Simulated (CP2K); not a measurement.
# BrH5OSSi2 (SMILES S[SiH2]O[SiH2]Br), run twice

Aim: the energy of BrH5OSSi2 at MNDOD.

The calculation is run with CP2K 2026.2.

### Step 1. The system as given

BrH5OSSi2 has 10 atoms, charge 0, and is taken as a singlet. SMILES: `S[SiH2]O[SiH2]Br`. The shape comes from a force field and isn't a relaxed structure.

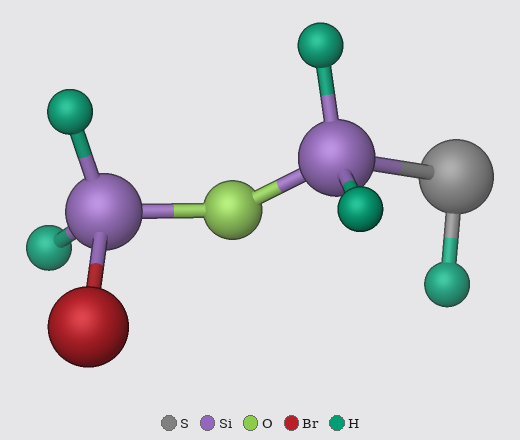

The structure, seen from a chosen angle (sulfur grey, silicon purple, oxygen green, bromine red, hydrogen teal).

### Step 2. Try one

job.inp reads:

```
&GLOBAL
   PROJECT job
   RUN_TYPE ENERGY
   PRINT_LEVEL MEDIUM
&END GLOBAL

&FORCE_EVAL
   METHOD QS
   &DFT
      CHARGE 0
      MULTIPLICITY 1
      # Quickstep
      &QUICKSTEP
         METHOD MNDOD
         EPS_DEFAULT 1.0E-10
         &SE
            &COULOMB
               CUTOFF [angstrom] 50
               RC_RANGE [angstrom] 0
            &END COULOMB
            &EXCHANGE
               CUTOFF [angstrom] 50
               RC_RANGE [angstrom] 0
            &END EXCHANGE
         &END SE
      &END QS
      # no periodic images
      &POISSON
         PERIODIC NONE
         POISSON_SOLVER ANALYTIC
      &END POISSON
      &SCF
         SCF_GUESS ATOMIC
         EPS_SCF 1.0E-06
         MAX_SCF 100
         ADDED_MOS 8
         &DIAGONALIZATION
            ALGORITHM STANDARD
         &END DIAGONALIZATION
         &MIXING
            METHOD DIRECT_P_MIXING
            ALPHA 0.4
         &END MIXING
      &END SCF
      &PRINT
         &MOMENTS
            PERIODIC F
            REFERENCE COM
            MAX_MOMENT 1
         &END MOMENTS
         &MO ON
            ENERGIES T
            OCCUPATION_NUMBERS T
            NDIGITS 6
            &EACH
               QS_SCF 0
            &END EACH
            ADD_LAST NUMERIC
         &END MO
         &HIRSHFELD OFF
         &END HIRSHFELD
      &END PRINT
   &END DFT
   # structure
   &SUBSYS
      &CELL
         ABC [angstrom] 11.9 13.7 11.2
         PERIODIC NONE
      &END CELL
      &COORD
         UNIT bohr
         S     -2.1214065    -4.9767827    -1.8190504
         Si    -1.0291448    -2.1002416     0.8080469
         O      0.3983543     0.1451310    -0.8008659
         Si     2.2036096     2.7661811    -0.1679967
         Br    -0.6069800     5.7525153     0.8917618
         H     -3.5872671    -3.2998398    -3.2847219
         H      0.7630714    -3.2478723     2.6841670
         H     -3.2008181    -0.9975864     2.0701950
         H      3.8591987     2.3168042     2.0255974
         H      3.4784189     3.5453152    -2.4014640
      &END COORD
      &TOPOLOGY
         &CENTER_COORDINATES
         &END CENTER_COORDINATES
      &END TOPOLOGY
   &END SUBSYS
&END FORCE_EVAL
```

Command:

```bash
$ OMP_NUM_THREADS=1 cp2k.psmp -i job.inp -o job.out
```

What it wrote:

```text
Possible matches for unknown subsection

 QUICKSTEP

   keyword UKS in section %__ROOT__%FORCE_EVAL%DFT score:  104
   keyword MULTIP in section %__ROOT__%FORCE_EVAL%DFT score:  104
   keyword ROKS in section %__ROOT__%FORCE_EVAL%DFT score:  103
   enum MULLIKEN in section %__ROOT__%FORCE_EVAL%DFT for keyword PLUS_U_METHOD score:  103
   keyword SUBCELLS in section %__ROOT__%FORCE_EVAL%DFT score:  103

 *******************************************************************************
 *   ___                                                                       *
 *  /   \                                                                      *
 * [ABORT]                                                                     *
 *  \___/               unknown subsection QUICKSTEP of section DFT            *
 *    |                                                                        *
 *  O/|                                                                        *
 * /| |                                                                        *
 * / \                                               input/input_parsing.F:192 *
 *******************************************************************************

 ===== Routine Calling Stack =====

            4 section_vals_parse
            3 section_vals_parse
            2 section_vals_parse
            1 read_input

Program received signal SIGABRT: Process abort signal.

Backtrace for this error:
#0  0x47bc18dff957 in ???
#1  0x47bc396b4cac in __pthread_kill_implementation
#2  0x47bc3965bfb7 in raise
#3  0x47bc39645d37 in abort
#4  0x47bc194d2d83 in ???
#5  0x47bc194d4297 in ???
#6  0x47bc19643e77 in ???
#7  0x47bc196438f7 in ???
#8  0x47bc196438f7 in ???
#9  0x47bc18f19807 in ???
#10  0x47bc19784e8b in ???
#11  0x47bc19789d0b in ???
#12  0x47bc18ea0db3 in ???
#13  0x47bc18e9ef13 in ???
#14  0x47bc39646573 in __libc_start_call_main
#15  0x47bc39646657 in __libc_start_main_impl
#16  0x47bc18e9f06f in ???
#17  0xffffffffffffffff in ???
```

Run time: 0.49 s. Hardware: 1 thread of Arm Neoverse N1, shared host; peak memory 0.13 GiB.

### Step 3. Reading the log

The program refused the input.

The log says `\___/               unknown subsection QUICKSTEP of section DFT`. The fault: unknown section.

### Step 4. Second attempt

mol.inp reads:

```
&global
  project_name mol
  run_type ENERGY
  print_level MEDIUM
&end global

&force_eval
  method QS
  &dft
    &qs
      method MNDOD
      eps_default 1.0E-10
      &se
        &coulomb
          cutoff [angstrom] 50
          rc_range [angstrom] 0
        &end coulomb
        &exchange
          cutoff [angstrom] 50
          rc_range [angstrom] 0
        &end exchange
      &end se
    &end qs
    &poisson
      periodic NONE
      poisson_solver ANALYTIC
    &end poisson
    &scf
      scf_guess ATOMIC
      eps_scf 1.0E-06
      max_scf 100
      added_mos 8
      &diagonalization
        algorithm STANDARD
      &end diagonalization
      &mixing
        method DIRECT_P_MIXING
        alpha 0.4
      &end mixing
    &end scf
    &print
      &moments
        periodic F
        reference COM
        max_moment 1
      &end moments
      &mo ON
        energies T
        occupation_numbers T
        ndigits 6
        &each
          qs_scf 0
        &end each
        add_last NUMERIC
      &end mo
      &hirshfeld OFF
      &end hirshfeld
    &end print
  &end dft
  &subsys
    &cell
      abc 11.9 13.7 11.2
      periodic NONE
    &end cell
    &coord
      UNIT bohr
      S     -2.1214065    -4.9767827    -1.8190504
      Si    -1.0291448    -2.1002416     0.8080469
      O      0.3983543     0.1451310    -0.8008659
      Si     2.2036096     2.7661811    -0.1679967
      Br    -0.6069800     5.7525153     0.8917618
      H     -3.5872671    -3.2998398    -3.2847219
      H      0.7630714    -3.2478723     2.6841670
      H     -3.2008181    -0.9975864     2.0701950
      H      3.8591987     2.3168042     2.0255974
      H      3.4784189     3.5453152    -2.4014640
    &end coord
    &topology
      &center_coordinates
      &end center_coordinates
    &end topology
  &end subsys
&end force_eval
```

Command:

```bash
$ OMP_NUM_THREADS=1 cp2k.psmp mol.inp > mol.out
```

What it wrote:

```text
CP2K| version string:                                       CP2K version 2026.2
 CP2K| Input file name                                                   mol.inp

 GLOBAL| Basis set file name                                           BASIS_SET
 GLOBAL| Potential file name                                           POTENTIAL
 GLOBAL| Coordinate file name                                      __STD_INPUT__
 GLOBAL| Method name                                                        CP2K
 GLOBAL| Project name                                                        mol
 GLOBAL| Run type                                                         ENERGY
 GLOBAL| FFT library                                                       FFTW3
 GLOBAL| Diagonalization library                                       ScaLAPACK
 GLOBAL| Global print level                                               MEDIUM
 GLOBAL| Total number of message passing processes                             1
 GLOBAL| Number of threads for this process                                    1
 GLOBAL| CPU model name                                                  UNKNOWN

[... 168 lines left out ...]
  Step     Update method      Time    Convergence         Total energy    Change
[... 19 lines left out ...]
  *** SCF run converged in    17 steps ***
[... 6 lines left out ...]
  Total energy [eV]:                                        -1006.54867585127465
[... 2 lines left out ...]
  Heat of formation [kcal/mol]:                              -112.69274975170201
[... 23 lines left out ...]
 SE_DIPOLE| Dipole type                                             non-periodic
 SE_DIPOLE| Moment [a.u.]          -0.34731498      -0.03922037       0.34095857
 SE_DIPOLE| Moment [Debye]         -0.88278654      -0.09968823       0.86663016
 SE_DIPOLE| Derivative [a.u.]       0.00000000       0.00000000       0.00000000
[... 34 lines left out ...]
 -------------------------------------------------------------------------------
```

Wall time 0.46 s (1 thread of Arm Neoverse N1, shared host); peak memory 0.14 GiB.

### Step 5. Outcome

At MNDOD:

| quantity | value |
| --- | --- |
| total energy | -36.98998 Eh |
| dipole moment | 1.24 D |
| HOMO energy | -10.38 eV |
| LUMO energy | -0.37 eV |
| HOMO–LUMO gap | 10.00 eV |
| heat of formation | -112.7 kcal/mol |
